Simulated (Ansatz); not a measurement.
# SiH4O (built from SMILES O[SiH3]): one structure at several levels

The atoms stand at a displaced guess of a reacting structure. How far do the functionals agree with CCSD(T) there?

Method: single points in def2-TZVPP; program: Ansatz 0.2.0, Gaussian basis.

Correlated methods freeze the cores.

### Step 1. Starting geometry

6 atoms, charge 0, spin multiplicity 1.

Atoms are counted from 1 here; the program's logs count them from 0.

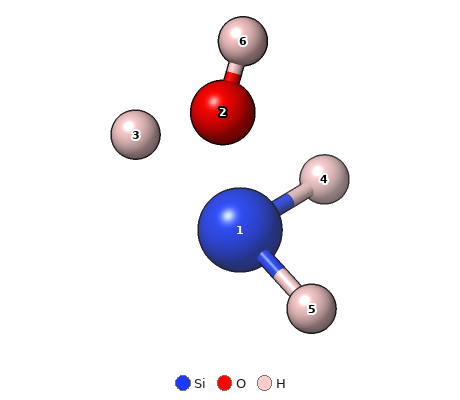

Start geometry, drawn with silicon blue, oxygen red, hydrogen pink; atoms are numbered from 1 in the order of the file.

As a file:

```xyz
6

Si   -0.9445    0.1235    0.0336
O     1.1075   -0.2889   -0.3595
H     0.1253   -1.2705   -0.4588
H    -0.9371    0.4585    1.4229
H    -0.8821    1.4984   -0.5638
H     1.7274   -0.4949    0.2315
```

### Step 2. CCSD(T)/def2-TZVPP

File run/in.yaml:

```yaml
crystal:
  periodic: [false, false, false]
  atoms:
    - {symbol: Si, position_ang: [-0.944500, 0.123500, 0.033600]}
    - {symbol: O, position_ang: [1.107500, -0.288900, -0.359500]}
    - {symbol: H, position_ang: [0.125300, -1.270500, -0.458800]}
    - {symbol: H, position_ang: [-0.937100, 0.458500, 1.422900]}
    - {symbol: H, position_ang: [-0.882100, 1.498400, -0.563800]}
    - {symbol: H, position_ang: [1.727400, -0.494900, 0.231500]}
basis:
  gaussian: {orbitals: def2-TZVPP}
correlation: {method: ccsd_t}
output: {forces: true}
```

No record of the launch command was kept for these runs.

### Step 3. PBE0-D4/def2-TZVPP

run/in.yaml, as its differences from that of step 2:

```diff
@@ -11,3 +11,3 @@
   gaussian: {orbitals: def2-TZVPP}
-correlation: {method: ccsd_t}
-output: {forces: true}
+hamiltonian: {xc: pbe0, dispersion: d4}
+output: {forces: true, orbitals: {seedname: orbitals}}
```

### Step 4. wB97M-V/def2-TZVPP

run/in.yaml, as its differences from that of step 3:

```diff
@@ -11,3 +11,3 @@
   gaussian: {orbitals: def2-TZVPP}
-hamiltonian: {xc: pbe0, dispersion: d4}
-output: {forces: true, orbitals: {seedname: orbitals}}
+hamiltonian: {xc: {name: wB97M-V}}
+output: {forces: true}
```

### Step 5. r2SCAN-D4/def2-TZVPP

run/in.yaml, as its differences from that of step 4:

```diff
@@ -11,3 +11,3 @@
   gaussian: {orbitals: def2-TZVPP}
-hamiltonian: {xc: {name: wB97M-V}}
+hamiltonian: {xc: r2scan, dispersion: d4}
 output: {forces: true}
```

### Step 6. PBE-D4/def2-TZVPP

run/in.yaml, as its differences from that of step 5:

```diff
@@ -11,3 +11,3 @@
   gaussian: {orbitals: def2-TZVPP}
-hamiltonian: {xc: r2scan, dispersion: d4}
+hamiltonian: {xc: pbe, dispersion: d4}
 output: {forces: true}
```

### Step 7. SPW92/def2-TZVPP

run/in.yaml, as its differences from that of step 6:

```diff
@@ -11,3 +11,3 @@
   gaussian: {orbitals: def2-TZVPP}
-hamiltonian: {xc: pbe, dispersion: d4}
+hamiltonian: {xc: lda}
 output: {forces: true}
```

### Step 8. wB97X-V/def2-TZVPP

run/in.yaml, as its differences from that of step 7:

```diff
@@ -11,3 +11,3 @@
   gaussian: {orbitals: def2-TZVPP}
-hamiltonian: {xc: lda}
+hamiltonian: {xc: {name: wB97X-V}}
 output: {forces: true}
```

(Steps that only read results are left out.)

Before running it: what results should come out? Wanted: energy less free atoms, CCSD(T)/def2-TZVPP; RMS force component; RMS force error; HOMO and LUMO, PBE0-D4; T1 diagnostic.

As calculated:

| quantity | value |
| --- | --- |
| energy less free atoms, CCSD(T)/def2-TZVPP | -1468.2 kJ/mol |
| RMS force component | 2.347 to 2.561 eV/Å over the methods |
| RMS force error | PBE0-D4 0.074, wB97M-V 0.120, r2SCAN-D4 0.101, PBE-D4 0.233, SPW92 0.259, wB97X-V 0.112 eV/Å |
| HOMO and LUMO, PBE0-D4 | -6.54 and -2.08 eV |
| T1 diagnostic | 0.018 |

**Reading.** Against CCSD(T) the functionals' energies less atoms differ by -315.1 to -16.5 kJ/mol, PBE-D4 by -77.4 kJ/mol. A larger basis would deepen the CCSD(T) value, while the functionals are nearly converged already, so the order here is not reliable. The forces of PBE0-D4 come nearest to CCSD(T), those of SPW92 are farthest. Frozen-core CCSD(T) forces in triple zeta carry basis errors of their own, and this is one geometry, so small gaps rank nothing. The restricted Hartree–Fock reference is unstable towards an unrestricted one at one or more of these structures.
